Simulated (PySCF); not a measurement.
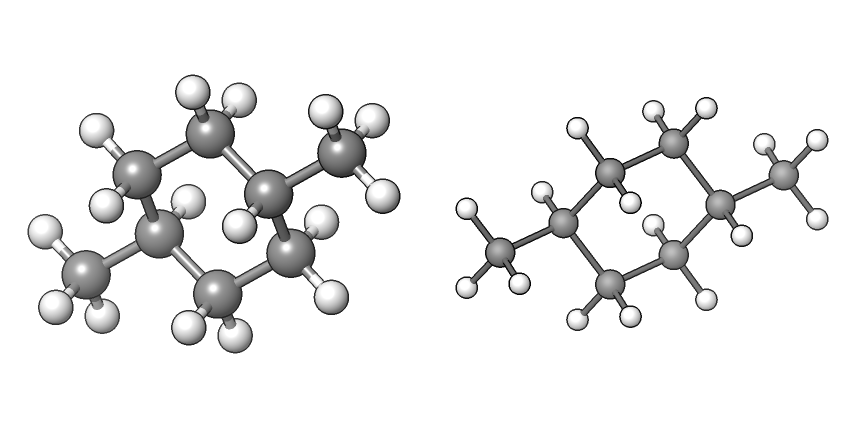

The same structure drawn twice, from different directions. Colours: carbon grey, hydrogen white.

The computed structure is the end point of a GFN2-xTB optimisation. No frequency run is at hand to confirm it as a minimum.

> Give the formula.

C₈H₁₆, 24 atoms: 8 carbon and 16 hydrogen.

> Does it have rings?

Independent rings (smallest set): 1 of 6 members.

More results for the same structure follow; atom numbers are the same in all pictures, views and colours differ.

## Shape

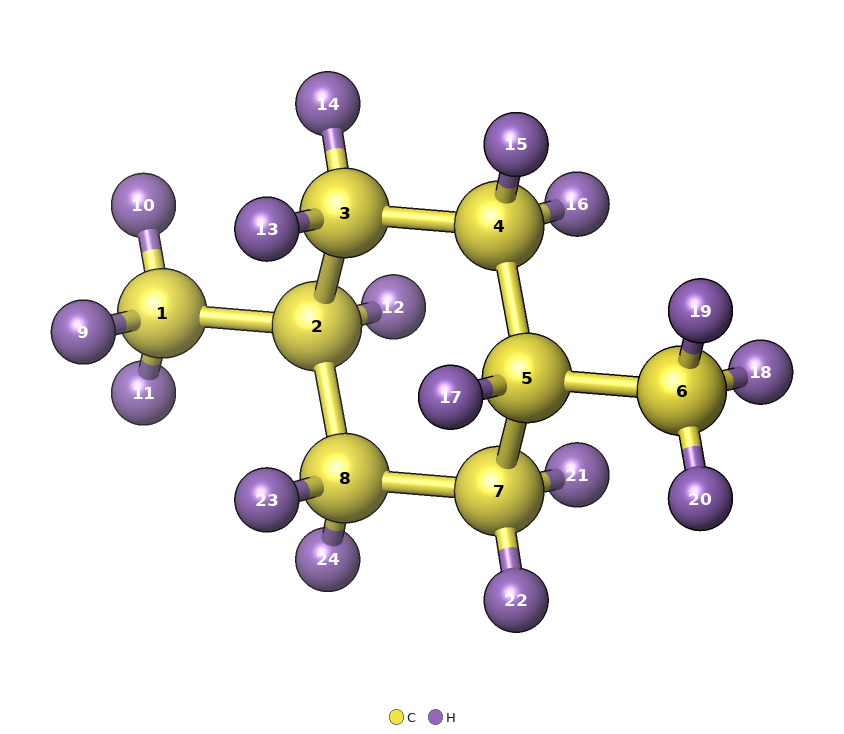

Numbered structure. No frequency run is at hand to confirm it as a minimum.

Which atoms are bonded, and how long are the bonds? Leave out bonds to hydrogen.

```csv
bond,length (Å),order
C1–C2,1.526,single
C2–C3,1.529,single
C2–C8,1.529,single
C3–C4,1.526,single
C4–C5,1.529,single
C5–C6,1.526,single
C5–C7,1.529,single
C7–C8,1.526,single
```

## Ring current

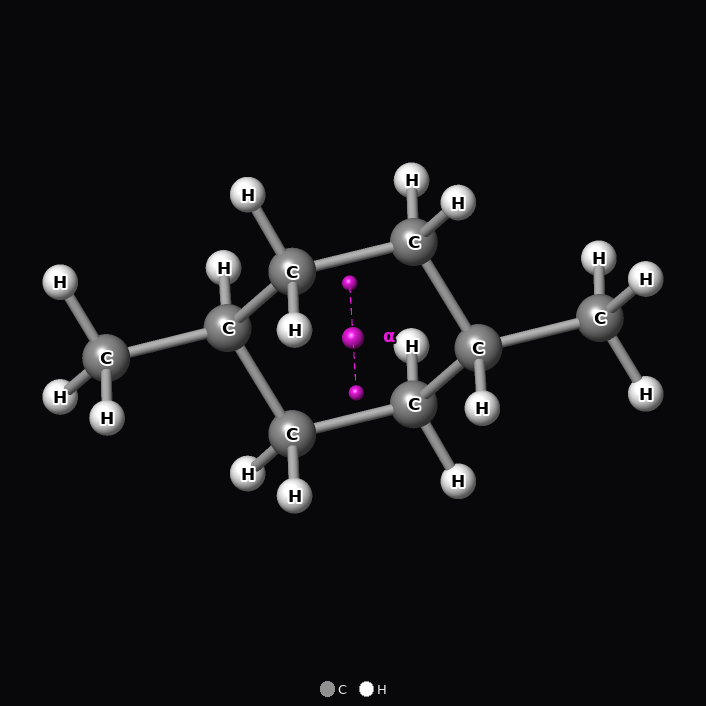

The small points mark where nucleus-independent chemical shifts (NICS) were computed: at the centre of each lettered ring and 1 Å above and below it. No frequency run is at hand to confirm it as a minimum. Properties computed with GIAO PBE0/pcSseg-1 NMR shielding, non-relativistic, gas phase (PySCF 2.14.0).

Give NICS(0), NICS(1) and the out-of-plane component NICS(1)zz for each ring (means of the two sides).

```tsv
ring	members	NICS(0)	NICS(1)	NICS(1)zz
α	C6	−2.6	−2.7	2.6
```

Values in ppm.

> What do the values say about the ring currents?

Ring α: weak, as in a non-aromatic ring. NICS is one index among several.

## NMR shielding

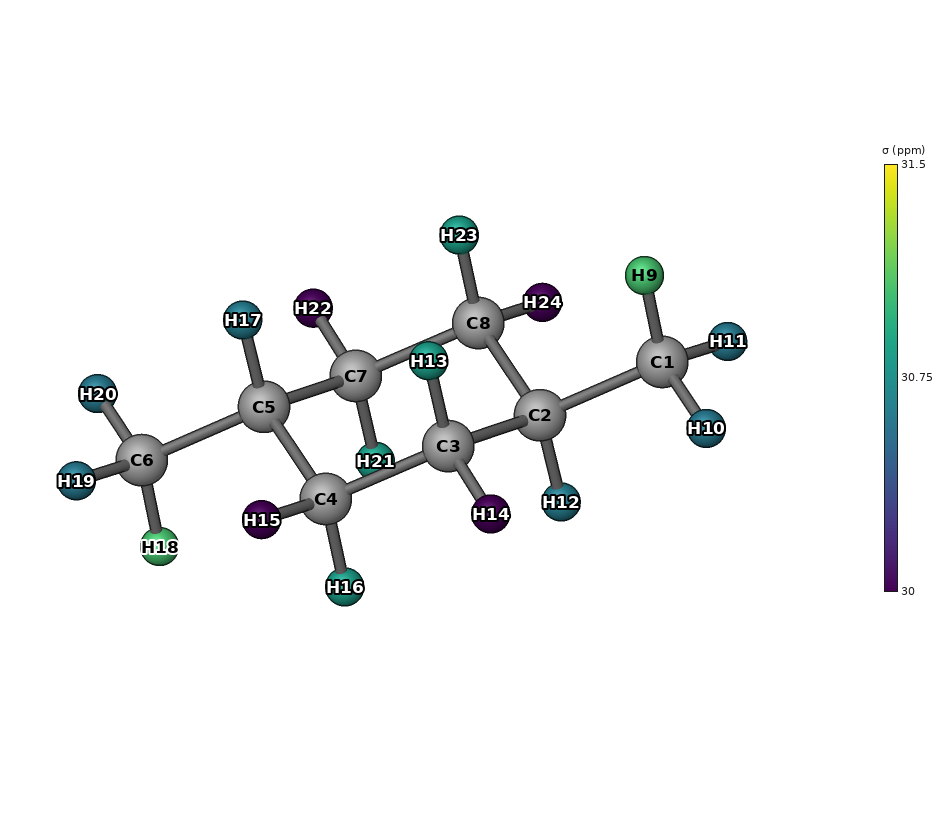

Atoms are coloured by their isotropic NMR shieldings (H only, the others grey). No frequency run is at hand to confirm it as a minimum. Method: GIAO PBE0/pcSseg-1 NMR shielding, non-relativistic, gas phase (PySCF 2.14.0).

> Which H atom is the most shielded (lowest chemical shift)?

H9, H18 (31.06 ppm).

> Which H atom is the least shielded (highest chemical shift)?

H14, H15, H22, H24 (30.00 to 30.01 ppm).

> How wide is the range of H shifts?

1.06 ppm.

List the isotropic NMR shieldings of the H atoms.

```tsv
atom	σ (ppm)
H9	31.06
H10	30.61
H11	30.61
H12	30.63
H13	30.84
H14	30.00
H15	30.01
H16	30.84
H17	30.63
H18	31.06
H19	30.61
H20	30.60
H21	30.84
H22	30.01
H23	30.84
H24	30.01
```

## Electronic properties

No frequency run is at hand to confirm it as a minimum. Method: PBE0/pcSseg-1, gas phase (PySCF 2.14.0).

What does the calculation give?

- HOMO energy (Kohn–Sham orbital): −8.15 eV
- LUMO energy (Kohn–Sham orbital): 1.62 eV
- HOMO–LUMO gap: 9.77 eV
